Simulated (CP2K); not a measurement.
**GFN2-xTB run of AlSiNH6S (SMILES N[SiH2][S][AlH2])**

Aim: the energy change on altering one bond length of AlSiNH6S at GFN2-xTB, from 2 runs. 

The calculation is run with CP2K 2026.2.

3 further runs of the same task are left out: 3 set aside as unsound or not needed.

## (1) Starting point

The species is AlSiNH6S (10 atoms), meant as a singlet with charge 0. As SMILES, `N[SiH2][S][AlH2]`. Geometry: a GFN2-xTB relaxation, a rough one for these elements and not checked as a minimum. This is one conformer, not always the lowest.

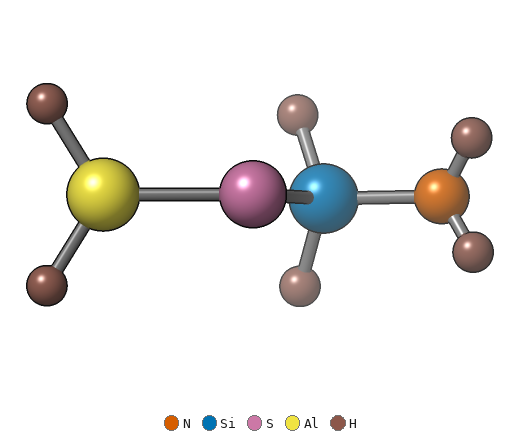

The structure, seen from a chosen angle (nitrogen orange, silicon blue, sulfur pink, aluminium yellow, hydrogen brown).

## (2) Energy and forces at GFN2-xTB

File molecule.pdb:

```
HETATM    1 N    MOL A   1      -1.403   1.991  -0.023  1.00  0.00           N
HETATM    2 Si   MOL A   1      -0.913   0.355   0.106  1.00  0.00          SI
HETATM    3 S    MOL A   1       1.246   0.179  -0.262  1.00  0.00           S
HETATM    4 Al   MOL A   1       1.919  -1.872  -0.078  1.00  0.00          AL
HETATM    5 H    MOL A   1      -1.092   2.649   0.675  1.00  0.00           H
HETATM    6 H    MOL A   1      -1.389   2.432  -0.929  1.00  0.00           H
HETATM    7 H    MOL A   1      -1.163  -0.077   1.473  1.00  0.00           H
HETATM    8 H    MOL A   1      -1.598  -0.395  -0.935  1.00  0.00           H
HETATM    9 H    MOL A   1       1.966  -2.822  -1.290  1.00  0.00           H
HETATM   10 H    MOL A   1       2.428  -2.441   1.261  1.00  0.00           H
END
```

File qs.inp:

```
&GLOBAL
  PROJECT qs
  RUN_TYPE ENERGY_FORCE
  PRINT_LEVEL MEDIUM
&END GLOBAL

&FORCE_EVAL
  METHOD QUICKSTEP
  &DFT
    &QS
      METHOD XTB
      EPS_DEFAULT 1.0E-10
      &XTB
        GFN_TYPE TBLITE
        &TBLITE
          METHOD GFN2
        &END TBLITE
        CHECK_ATOMIC_CHARGES F
      &END XTB
    &END QS
    &POISSON
      PERIODIC NONE
      POISSON_SOLVER ANALYTIC
    &END POISSON
    &SCF
      SCF_GUESS ATOMIC
      EPS_SCF 1.0E-07
      MAX_SCF 150
      ADDED_MOS 4
      &DIAGONALIZATION
        ALGORITHM STANDARD
      &END DIAGONALIZATION
      &MIXING
        METHOD DIRECT_P_MIXING
        ALPHA 0.4
      &END MIXING
      &SMEAR ON
        METHOD FERMI_DIRAC
        ELECTRONIC_TEMPERATURE [K] 300
      &END SMEAR
    &END SCF
    &PRINT
      &MOMENTS
        PERIODIC F
        REFERENCE COM
        MAX_MOMENT 1
      &END MOMENTS
      &MO ON
        ENERGIES T
        OCCUPATION_NUMBERS T
        NDIGITS 6
        &EACH
          QS_SCF 0
        &END EACH
        ADD_LAST NUMERIC
      &END MO
      &HIRSHFELD OFF
      &END HIRSHFELD
    &END PRINT
  &END DFT
  &SUBSYS
    &CELL
      ABC 12 13.5 10.8
      PERIODIC NONE
    &END CELL
    &TOPOLOGY
      COORD_FILE_NAME molecule.pdb
      COORD_FILE_FORMAT PDB
      CONN_FILE_FORMAT OFF
      &CENTER_COORDINATES
      &END CENTER_COORDINATES
    &END TOPOLOGY
  &END SUBSYS
  &PRINT
    &FORCES ON
    &END FORCES
  &END PRINT
&END FORCE_EVAL
```

Run with:

```sh
$ OMP_NUM_THREADS=1 cp2k.psmp -i qs.inp -o qs.out
```

Standard output:

```text
CP2K| version string:                                       CP2K version 2026.2
[...]
 GLOBAL| Method name                                                        CP2K
[...]
 GLOBAL| Run type                                                   ENERGY_FORCE
[...]
                             - Atoms:                                         10
[...]
                             - Spherical basis functions:                     37
[...]
 Number of electrons:                                                         24
[...]
  *** SCF run converged in    21 steps ***
[...]
  Fermi energy:                                                -0.25788226623751
[...]
 TB_DIPOLE| Moment [Debye]         -3.22032235       1.77653333       0.33218848
 TB_DIPOLE| Derivative [a.u.]       0.00000000       0.00000000       0.00000000
[...]
 ENERGY| Total FORCE_EVAL ( QS ) energy [hartree]            -12.101499726293268
 FORCES| Atomic forces [hartree/bohr]
 FORCES|   Atom     x               y               z               |f|
 FORCES|      1  2.54931492E-05 -9.96239930E-04  5.56419435E-04   1.14137920E-03
 FORCES|      2 -7.78217832E-05  5.07462806E-04  1.78845313E-04   5.43654647E-04
 FORCES|      3  1.09034160E-04 -1.66145354E-04 -8.11957465E-06   1.98893575E-04
 FORCES|      4 -3.56497543E-05  1.41075477E-04  1.20773225E-04   1.89101473E-04
 FORCES|      5  9.14252153E-05  1.56678431E-04  1.87920216E-04   2.61190942E-04
 FORCES|      6  1.33098260E-05  3.90561991E-04 -7.14487053E-04   8.14375570E-04
 FORCES|      7 -6.03042237E-06  3.82885042E-05 -6.84525590E-05   7.86646578E-05
 FORCES|      8 -8.77751380E-05 -1.05247724E-04 -1.23456975E-04   1.84453742E-04
 FORCES|      9 -3.70924201E-06 -1.92094554E-05 -6.38825057E-05   6.68111981E-05
 FORCES|     10 -2.82760106E-05  5.27752539E-05 -6.55595205E-05   8.87851955E-05
 FORCES| Sum    -5.85062597E-17 -2.82624401E-16 -2.57633541E-17
 FORCES| Total atomic force                                       2.89764189E-16
[...]
```

Wall time 0.28 s (1 thread of Arm Neoverse V1, shared host).

## (3) The distorted shape, same level

File molecule.pdb:

```
HETATM    1 N    MOL A   1      -1.411   1.726   0.521  1.00  0.00           N
HETATM    2 Si   MOL A   1      -0.922   0.091   0.650  1.00  0.00          SI
HETATM    3 S    MOL A   1       1.238  -0.086   0.282  1.00  0.00           S
HETATM    4 Al   MOL A   1       1.911  -2.137   0.466  1.00  0.00          AL
HETATM    5 H    MOL A   1      -1.101   2.384   1.219  1.00  0.00           H
HETATM    6 H    MOL A   1      -1.389   2.432  -0.929  1.00  0.00           H
HETATM    7 H    MOL A   1      -1.171  -0.342   2.017  1.00  0.00           H
HETATM    8 H    MOL A   1      -1.607  -0.660  -0.392  1.00  0.00           H
HETATM    9 H    MOL A   1       1.957  -3.086  -0.746  1.00  0.00           H
HETATM   10 H    MOL A   1       2.419  -2.706   1.805  1.00  0.00           H
END
```

File calc.inp:

```
&GLOBAL
  PROJECT calc
  RUN_TYPE ENERGY_FORCE
  PRINT_LEVEL MEDIUM
&END

&FORCE_EVAL
  METHOD Quickstep
  &DFT
    # Quickstep
    &QS
      METHOD XTB
      EPS_DEFAULT 1.0E-10
      &XTB
        GFN_TYPE TBLITE
        &TBLITE
          METHOD GFN2
        &END
        CHECK_ATOMIC_CHARGES F
      &END
    &END
    # cluster boundary conditions
    &POISSON
      PERIODIC NONE
      POISSON_SOLVER ANALYTIC
    &END
    &SCF
      SCF_GUESS ATOMIC
      EPS_SCF 1.0E-07
      MAX_SCF 150
      ADDED_MOS 4
      &DIAGONALIZATION
        ALGORITHM STANDARD
      &END
      &MIXING
        METHOD DIRECT_P_MIXING
        ALPHA 0.4
      &END
      &SMEAR ON
        METHOD FERMI_DIRAC
        ELECTRONIC_TEMPERATURE [K] 300
      &END
    &END
    # extra output
    &PRINT
      &MOMENTS
        PERIODIC F
        REFERENCE COM
        MAX_MOMENT 1
      &END
      &MO ON
        ENERGIES T
        OCCUPATION_NUMBERS T
        NDIGITS 6
        &EACH
          QS_SCF 0
        &END
        ADD_LAST NUMERIC
      &END
      &HIRSHFELD OFF
      &END
    &END
  &END
  &SUBSYS
    # vacuum box
    &CELL
      ABC 12 13.5 10.9
      PERIODIC NONE
    &END
    &TOPOLOGY
      COORD_FILE_NAME molecule.pdb
      COORD_FILE_FORMAT PDB
      CONN_FILE_FORMAT OFF
      &CENTER_COORDINATES
      &END
    &END
  &END
  # extra output
  &PRINT
    &FORCES ON
    &END
  &END
&END
```

Run with:

```sh
$ OMP_NUM_THREADS=1 cp2k.psmp -i calc.inp -o calc.out
```

Standard output:

```text
CP2K| version string:                                       CP2K version 2026.2
[...]
 GLOBAL| Method name                                                        CP2K
[...]
 GLOBAL| Run type                                                   ENERGY_FORCE
[...]
                             - Atoms:                                         10
[...]
                             - Spherical basis functions:                     37
[...]
 Number of electrons:                                                         24
[...]
  *** SCF run converged in    23 steps ***
[...]
  Fermi energy:                                                -0.33366810178426
[...]
 TB_DIPOLE| Moment [Debye]         -3.55889791       2.29874557       0.22356358
 TB_DIPOLE| Derivative [a.u.]       0.00000000       0.00000000       0.00000000
[...]
 ENERGY| Total FORCE_EVAL ( QS ) energy [hartree]            -12.014311006016529
 FORCES| Atomic forces [hartree/bohr]
 FORCES|   Atom     x               y               z               |f|
 FORCES|      1 -5.90978584E-03  2.19938757E-02 -6.29296949E-02   6.69238571E-02
 FORCES|      2 -1.68384072E-03  8.26501798E-03 -8.20382841E-03   1.17664201E-02
 FORCES|      3  8.76467199E-04 -1.52242160E-03  3.92236533E-04   1.79994772E-03
 FORCES|      4 -3.49665954E-04  1.46829728E-03 -1.17796564E-04   1.51394822E-03
 FORCES|      5  2.53931741E-03  6.58066687E-03 -7.19763956E-03   1.00776646E-02
 FORCES|      6  3.55146544E-03 -3.60877011E-02  7.63091668E-02   8.44868274E-02
 FORCES|      7  2.48985415E-04  2.44086758E-05  1.01488604E-03   1.04526705E-03
 FORCES|      8  6.21260355E-04 -1.66580561E-04  7.95713552E-04   1.02316840E-03
 FORCES|      9  6.21230548E-05 -3.48482314E-04 -1.47760368E-04   3.83578315E-04
 FORCES|     10  4.36736402E-05 -2.07080996E-04  8.47169516E-05   2.27962470E-04
 FORCES| Sum    -9.15202159E-17  1.68593438E-17  1.51056468E-16
 FORCES| Total atomic force                                       1.77421092E-16
[...]
```

Run time: 0.28 s. Hardware: 1 thread of Arm Neoverse V1, shared host.

## (4) Outcome

Level: GFN2-xTB.

```
                                                         quantity         value
                                        first shape: total energy  -12.10150 Eh
           first shape: dipole moment (from atomic charges alone)        3.69 D
                                         first shape: HOMO energy     -10.38 eV
                                         first shape: LUMO energy      -6.12 eV
                                       first shape: HOMO–LUMO gap       4.26 eV
                            first shape: largest force on an atom    0.059 eV/Å
                                    distorted shape: total energy  -12.01431 Eh
       distorted shape: dipole moment (from atomic charges alone)        4.24 D
                                     distorted shape: HOMO energy     -10.29 eV
                                     distorted shape: LUMO energy      -8.18 eV
                                   distorted shape: HOMO–LUMO gap       2.10 eV
                        distorted shape: largest force on an atom    4.344 eV/Å
energy change with the N1–H6 bond stretched from 1.008 to 1.613 Å      2.373 eV
```

**Reading.** With the N1–H6 bond stretched from 1.008 to 1.613 Å the energy rises by 2.37 eV (55 kcal/mol). The dipole (first shape) comes from point charges on the atoms alone, without atomic dipoles, so it is partial. The dipole (distorted shape) comes from point charges on the atoms alone, without atomic dipoles, so it is partial.
